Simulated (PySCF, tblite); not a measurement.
**C3H10OSi2: geometry, infrared bands and NMR shifts**

Wanted: the infrared bands and NMR shifts of C3H10OSi2 (`[SiH3]O[SiH2]C1CC1`), by calculation.

Programs: tblite 0.8.0 and PySCF 2.14.0, with density-fitted response routines of our own. Each step states its level of theory. These are calculated values for one molecule in the gas phase, unless marked as measured. Atoms are numbered from 0 throughout.

**1. Starting geometry**

16 atoms, charge 0, multiplicity 1; geometry from: force field or distance geometry start.

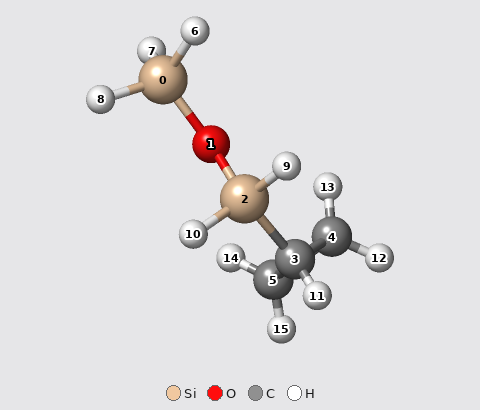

As it starts; silicon light orange, oxygen red, carbon grey, hydrogen white, atoms numbered; sticks join atoms by distance.

**2. Optimising the geometry with GFN2-xTB**

Job settings and geometry (Å):

```
{"job": {"kind": "relax", "xc": "GFN2-xTB", "basis": "xTB"}, "charge": 0, "multiplicity": 1}
Si     2.911300    -0.053200     0.623300
O      1.288000    -0.000600     0.246600
Si     0.323500     0.539100    -0.956400
C     -1.504000     0.212700    -0.642500
C     -2.025800     0.267500     0.785300
C     -1.907900    -1.059300     0.079000
H      3.438100     1.334100     0.694300
H      3.098000    -0.715000     1.938100
H      3.638400    -0.808900    -0.421100
H      0.514800     2.000800    -1.114000
H      0.710100    -0.115000    -2.229100
H     -2.156100     0.557200    -1.423200
H     -3.026500     0.670300     0.943600
H     -1.342200     0.466500     1.598900
H     -1.146700    -1.736800     0.443500
H     -2.820500    -1.550400    -0.218500
```

Started as:

```sh
$ OMP_NUM_THREADS=1 python probes_run.py task.json out
```

This one command runs all jobs of the session in turn.

Standard output:

```text
step      E/eV     max force
  0    -520.35491    1.379
  1    -520.39672    0.478
  2    -520.41848    0.468
  3    -520.43887    0.323
  4    -520.44621    0.291
  5    -520.45484    0.281
  6    -520.46242    0.264
  7    -520.47012    0.231
  8    -520.47550    0.180
  9    -520.47956    0.148
 10    -520.48226    0.125
 11    -520.48448    0.105
 12    -520.48651    0.114
 13    -520.48805    0.077
 14    -520.48908    0.083
 15    -520.49001    0.077
 16    -520.49115    0.124
 17    -520.49245    0.124
 18    -520.49355    0.068
 19    -520.49434    0.067
 20    -520.49504    0.068
 21    -520.49597    0.113
 22    -520.49734    0.133
 23    -520.49918    0.114
 24    -520.50127    0.114
 25    -520.50332    0.098
 26    -520.50524    0.114
 27    -520.50733    0.119
 28    -520.51015    0.153
 29    -520.51422    0.154
 30    -520.51969    0.200
 31    -520.52544    0.181
 32    -520.52963    0.112
 33    -520.53194    0.130
 34    -520.53372    0.098
 35    -520.53516    0.178
 36    -520.53821    0.145
 37    -520.54324    0.118
 38    -520.54499    0.457
 39    -520.54935    0.094
 40    -520.55123    0.105
 41    -520.55157    0.245
 42    -520.55311    0.076
 43    -520.55358    0.055
 44    -520.55473    0.077
 45    -520.55517    0.051
 46    -520.55580    0.059
 47    -520.55628    0.084
 48    -520.55691    0.108
 49    -520.55761    0.122
 50    -520.55821    0.075
 51    -520.55855    0.070
 52    -520.55875    0.051
 53    -520.55893    0.053
 54    -520.55930    0.036
 55    -520.55959    0.044
 56    -520.55987    0.035
 57    -520.55997    0.018
 58    -520.56002    0.017
 59    -520.56009    0.020
 60    -520.56016    0.028
 61    -520.56022    0.023
 62    -520.56025    0.013
 63    -520.56027    0.010
 64    -520.56028    0.009
```

It took 0.68 s on 1 thread of Arm Neoverse N1, shared host.

Step by step: (not every step is listed)

| step | energy from step 0 (eV) | largest force (eV/Å) |
| --- | --- | --- |
| 0 | 0.0000 | 1.3790 |
| 1 | -0.0418 | 0.4776 |
| 2 | -0.0636 | 0.4677 |
| 3 | -0.0840 | 0.3231 |
| 4 | -0.0913 | 0.2913 |
| 5 | -0.0999 | 0.2812 |
| 6 | -0.1075 | 0.2638 |
| 7 | -0.1152 | 0.2307 |
| 8 | -0.1206 | 0.1804 |
| 13 | -0.1331 | 0.0774 |
| 18 | -0.1386 | 0.0678 |
| 23 | -0.1443 | 0.1144 |
| 28 | -0.1552 | 0.1528 |
| 33 | -0.1770 | 0.1297 |
| 38 | -0.1901 | 0.4571 |
| 43 | -0.1987 | 0.0553 |
| 48 | -0.2020 | 0.1081 |
| 53 | -0.2040 | 0.0533 |
| 58 | -0.2051 | 0.0166 |
| 59 | -0.2052 | 0.0197 |
| 60 | -0.2052 | 0.0275 |
| 61 | -0.2053 | 0.0232 |
| 62 | -0.2053 | 0.0130 |
| 63 | -0.2054 | 0.0105 |
| 64 | -0.2054 | 0.0093 |

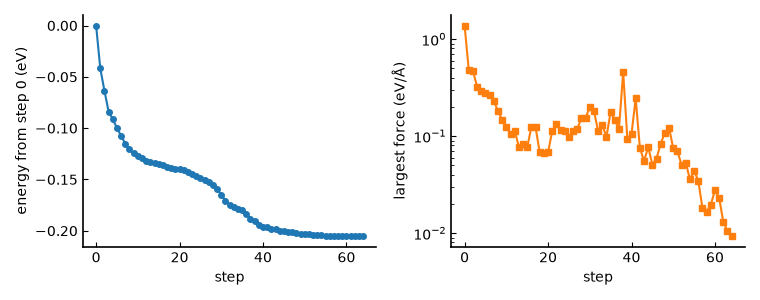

Energy and largest force along the relaxation.

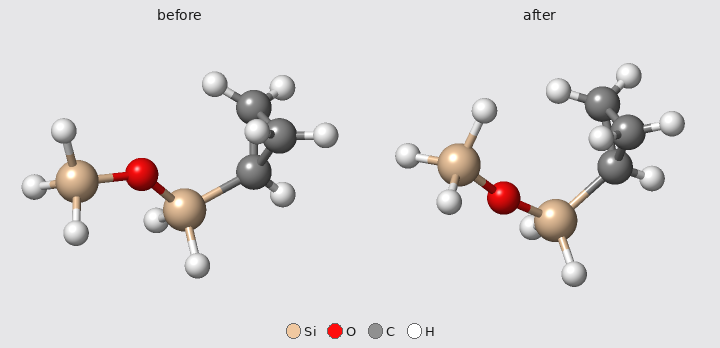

Before and after, at one scale.

Distances of close pairs at the start and the end, largest changes first:

| bond | before (Å) | after (Å) | change (Å) |
| --- | --- | --- | --- |
| Si0–O1 | 1.667 | 1.617 | -0.050 |
| Si0–H6 | 1.486 | 1.461 | -0.025 |
| Si0–H7 | 1.484 | 1.464 | -0.020 |
| Si2–H9 | 1.483 | 1.463 | -0.019 |
| Si0–H8 | 1.480 | 1.461 | -0.019 |
| Si2–H10 | 1.482 | 1.464 | -0.019 |
| C4–C5 | 1.508 | 1.491 | -0.017 |
| C3–C4 | 1.521 | 1.505 | -0.016 |

The final coordinates are the input of the step that follows.

**3. Infrared spectrum with GFN2-xTB**

Job settings and geometry (Å):

```
{"job": {"kind": "ir", "xc": "GFN2-xTB", "basis": "xTB"}, "charge": 0, "multiplicity": 1}
Si     2.464251    -0.155184     0.748052
O      1.453369     0.364643    -0.401714
Si     0.226123     0.757782    -1.383152
C     -1.403935     0.207698    -0.616724
C     -1.609045     0.252159     0.873560
C     -1.487920    -1.063731     0.183486
H      3.167844     1.029413     1.234517
H      1.676618    -0.782412     1.810820
H      3.353064    -1.120076     0.104572
H      0.276040     2.214296    -1.516320
H      0.476235     0.049555    -2.639278
H     -2.286004     0.434887    -1.204967
H     -2.577243     0.550196     1.250161
H     -0.784338     0.578015     1.490105
H     -0.581096    -1.630851     0.331733
H     -2.371560    -1.677446     0.082787
```

Standard output:

```text
mode    cm-1     km/mol
  1     -50.4      0.34
  2      25.4      3.26
  3      62.3      0.92
  4      66.5      0.01
  5     143.3      3.95
  6     230.0      0.02
  7     326.5     11.92
  8     522.9     87.98
  9     534.5      6.97
 10     598.0      4.15
 11     604.7     51.13
 12     610.7     85.72
 13     643.6     27.61
 14     756.8    248.50
 15     765.8    309.88
 16     775.7    494.76
 17     787.3    215.58
 18     813.5     57.59
 19     830.4    212.85
 20     847.0      8.22
 21     956.5      0.02
 22    1006.4     28.13
 23    1023.2      8.31
 24    1070.5     11.11
 25    1072.7      0.45
 26    1115.2      1.18
 27    1115.8    615.04
 28    1162.2      0.07
 29    1248.9      1.93
 30    1350.0     14.41
 31    1445.5      0.00
 32    1487.8      1.93
 33    2237.3    290.09
 34    2237.8    314.43
 35    2255.9    232.95
 36    2264.2    555.03
 37    2279.1    108.27
 38    3029.5     42.03
 39    3071.5     20.20
 40    3076.5     24.52
 41    3082.9     26.87
 42    3096.5     90.43
```

It took 0.86 s on 1 thread of Arm Neoverse N1, shared host.

Which atoms move in the most intense modes:

| cm⁻¹ | km/mol | atoms |
| --- | --- | --- |
| 757 | 248.5 | H9 22 %, H10 22 %, Si2 17 % |
| 766 | 309.9 | H9 31 %, H10 31 %, H6 13 %, H8 13 % |
| 776 | 494.8 | H6 27 %, H8 27 %, H10 18 %, H9 18 % |
| 1116 | 615.0 | O1 78 % |
| 2237 | 290.1 | H10 48 %, H9 36 % |
| 2238 | 314.4 | H7 78 % |
| 2256 | 232.9 | H9 50 %, H10 45 % |
| 2264 | 555.0 | H8 47 %, H6 45 % |

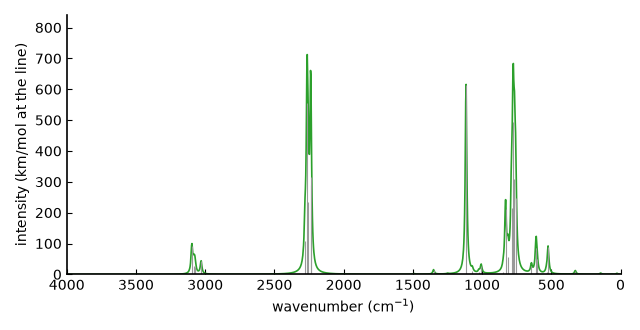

The infrared spectrum from these modes, unscaled. Lines are broadened to a width of 14 cm⁻¹ (Lorentzian).

**4. NMR shieldings: PBE0/pcSseg-1**

Settings changed since step 3:

```diff
@@ -1,2 +1,2 @@
-{"job": {"kind": "ir", "xc": "GFN2-xTB", "basis": "xTB"}, "charge": 0, "multiplicity": 1}
+{"job": {"kind": "nmr", "xc": "PBE0", "basis": "pcSseg-1"}, "charge": 0, "multiplicity": 1}
 Si     2.464251    -0.155184     0.748052
```

Level: GIAO PBE0/pcSseg-1 NMR shielding, non-relativistic, gas phase.

Standard output:

```text
coarse grid: 13792 points
cycle   1  E = -773.9054513628  dE =  6.561e-01  |g| = 7.916e-01  |ddm| = 3.556e+00
cycle   2  E = -773.7153197077  dE =  1.901e-01  |g| = 1.270e+00  |ddm| = 1.661e+00
cycle   3  E = -774.0195880263  dE = -3.043e-01  |g| = 9.648e-02  |ddm| = 1.194e+00
cycle   4  E = -774.0210076030  dE = -1.420e-03  |g| = 5.037e-02  |ddm| = 1.191e-01
cycle   5  E = -774.0216218857  dE = -6.143e-04  |g| = 7.291e-03  |ddm| = 4.633e-02
cycle   6  E = -774.0216325707  dE = -1.068e-05  |g| = 1.360e-03  |ddm| = 8.789e-03
cycle   7  E = -774.0216329431  dE = -3.724e-07  |g| = 5.823e-04  |ddm| = 1.856e-03
final grid: 122408 points
cycle   8  E = -774.0667987883  dE = -2.798e-05  |g| = 9.095e-03  |ddm| = 2.383e-02
cycle   9  E = -774.0667816123  dE =  1.718e-05  |g| = 1.303e-02  |ddm| = 1.643e-02
cycle  10  E = -774.0668162526  dE = -3.464e-05  |g| = 1.020e-03  |ddm| = 9.800e-03
cycle  11  E = -774.0668164525  dE = -1.999e-07  |g| = 2.204e-04  |ddm| = 9.272e-04
cycle  12  E = -774.0668164626  dE = -1.010e-08  |g| = 3.528e-05  |ddm| = 2.145e-04
cycle  13  E = -774.0668164628  dE = -2.312e-10  |g| = 8.469e-06  |ddm| = 4.210e-05
converged SCF energy = -774.0668164628

GIAO shielding tensors (ppm)
atom      isotropic    diamagn.    paramagn.     s11        s22        s33       span
  0 Si     392.015     879.750    -487.735    353.255    357.518    465.271    112.016
  1 O      337.967     398.372     -60.405    253.697    365.554    394.650    140.953
  2 Si     375.605     879.948    -504.343    341.746    375.558    409.513     67.767
  3 C      187.774     258.416     -70.642    159.755    173.107    230.459     70.705
  4 C      184.388     252.394     -68.006    159.124    177.939    216.099     56.975
  5 C      184.395     252.326     -67.931    159.166    177.948    216.072     56.906
  6 H       26.589      28.682      -2.093     23.145     24.574     32.048      8.904
  7 H       26.692      30.647      -3.955     22.248     27.096     30.731      8.484
  8 H       26.589      28.715      -2.126     23.158     24.572     32.037      8.878
  9 H       26.507      29.179      -2.672     22.871     24.739     31.910      9.038
 10 H       26.505      29.211      -2.705     22.880     24.738     31.898      9.017
 11 H       32.223      31.651       0.572     25.477     27.587     43.604     18.127
 12 H       31.012      30.789       0.223     24.912     26.476     41.649     16.737
 13 H       31.254      33.423      -2.169     24.674     29.104     39.984     15.311
 14 H       31.270      33.453      -2.183     24.691     29.114     40.004     15.312
 15 H       31.016      30.802       0.214     24.918     26.480     41.650     16.733
```

Wall time 38 s (1 thread of Arm Neoverse N1, shared host); peak memory 0.75 GiB.

The references, computed at this level on geometries of the same kind, shield at (ppm): 1H TMS 31.72, 13C TMS 186.9, 29Si TMS 349.2, 17O H2O 336.1. Their shielding less the atom's gives the shift. The references are single molecules in the gas phase, so shifts against H2O, NH3, PH3, H3PO4 or CFCl3 are not on the usual liquid scales and can be off by tens of ppm. Atoms listed in one row are averaged.

| atoms | environment | σ (ppm) | δ (ppm) | δ scaled to CDCl3 |
| --- | --- | --- | --- | --- |
| C4, C5 | three-membered-ring carbon | 184.4 | 2.5 | 0.6 |
| C3 | three-membered-ring carbon | 187.8 | -0.8 | -2.7 |
| H9, H10 | hydrogen on a silicon bonded to C, O | 26.51 | 5.21 | – |
| H6, H7, H8 | hydrogen on a silicon bonded to O | 26.62 | 5.09 | – |
| H12, H15 | hydrogen on a three-membered-ring carbon | 31.01 | 0.70 | 0.77 |
| H13, H14 | hydrogen on a three-membered-ring carbon | 31.26 | 0.45 | 0.53 |
| H11 | hydrogen on a three-membered-ring carbon | 32.22 | -0.51 | -0.37 |
| Si2 | silicon bonded to C, O, 2 H | 375.6 | -26.4 | – |
| Si0 | silicon bonded to O, 3 H | 392.0 | -42.9 | – |
| O1 | oxygen bonded to 2 Si | 338.0 | -1.9 | – |

The scaled column applies a straight-line fit of computed shieldings to shifts measured in CDCl3 (root-mean-square error 0.16 ppm for H, 1.9 ppm for C).

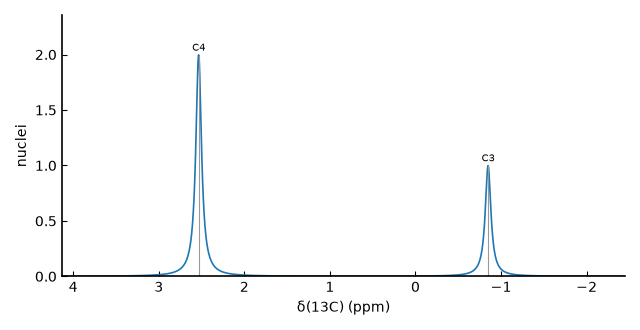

13C lines at the computed shifts, without couplings. Lines are broadened to a width of 0.08 ppm (Lorentzian).

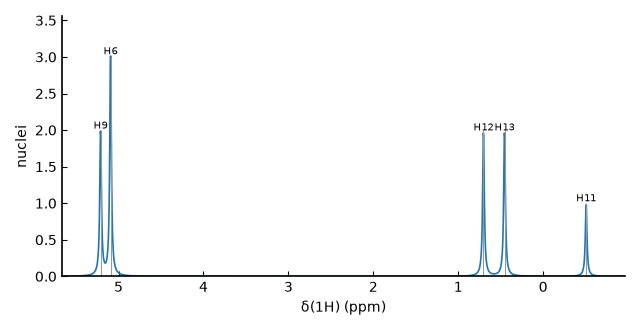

1H lines at the computed shifts, without couplings. Lines are broadened to a width of 0.02 ppm (Lorentzian).

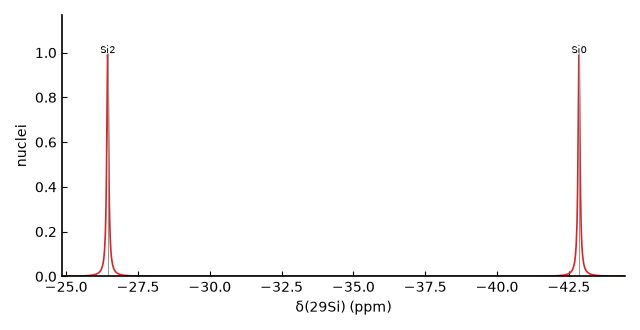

29Si lines at the computed shifts, without couplings. Lines are broadened to a width of 0.08 ppm (Lorentzian).

The run also stored atomic charges by several schemes (e):

| atoms | Mulliken | IAO | Hirshfeld | ESP fit |
| --- | --- | --- | --- | --- |
| Si0 | 0.72 | 0.89 | 0.40 | 0.59 |
| O1 | -0.71 | -0.89 | -0.30 | -0.32 |
| Si2 | 0.95 | 1.03 | 0.41 | 0.42 |
| C3 | -0.56 | -0.45 | -0.14 | -0.24 |
| C4, C5 | -0.21 | -0.28 | -0.09 | -0.30 |

ESP fit charges:

Si0 0.59; O1 -0.32; Si2 0.42; C3 -0.24; C4 -0.30; C5 -0.31; H6 -0.13; H7 -0.12; H8 -0.13; H9 -0.10; H10 -0.10; H11 0.16; H12 0.16; H13 0.14; H14 0.14; H15 0.16

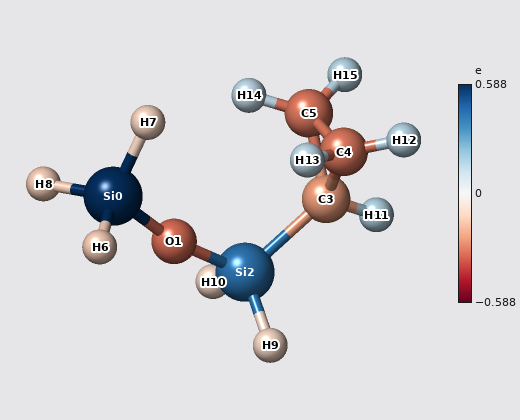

ESP fit charges, as colours on the atoms.

Mayer bond orders: Si0–O1 0.93, O1–Si2 0.93, Si2–C3 0.86, C3–C4 0.96, C4–C5 0.97, C5–C3 0.96.

Ring of atoms C3, C4, C5: NICS(0) -45.5, NICS(1) -8.7, NICS(1)zz -25.3 ppm (means of both faces).

In rings of three or four atoms NICS is ruled by the nearby σ bonds, so it says little on aromaticity.

**5. Outcome**

| quantity | value |
| --- | --- |
| strongest single infrared mode (GFN2-xTB) | 1116 cm⁻¹, 615 km/mol |
| zero-point energy (GFN2-xTB) | 72.4 kcal/mol |
| 13C shifts against TMS (PBE0/pcSseg-1, means over atoms taken as alike) | 2.5, -0.8 ppm |
| 1H shifts against TMS (PBE0/pcSseg-1, means over atoms taken as alike) | 5.21, 5.09, 0.70, 0.45, -0.51 ppm |
| 29Si shifts against TMS (PBE0/pcSseg-1) | -26.4, -42.9 ppm |
| 17O shifts against H2O (PBE0/pcSseg-1) | -1.9 ppm |

**Reading.** Over 64 steps the energy fell by 0.205 eV; of the close pairs, Si0–O1 changed most, 1.667 to 1.617 Å. The lowest mode is imaginary (50i cm⁻¹), so the xTB geometry is not a minimum. Unscaled tight-binding wavenumbers are off by several per cent, some by more. Its intensities can rank the bands wrongly. At PBE0/pcSseg-1: The widest tensor belongs to O1: span 141 ppm, with a paramagnetic part of -60 ppm.
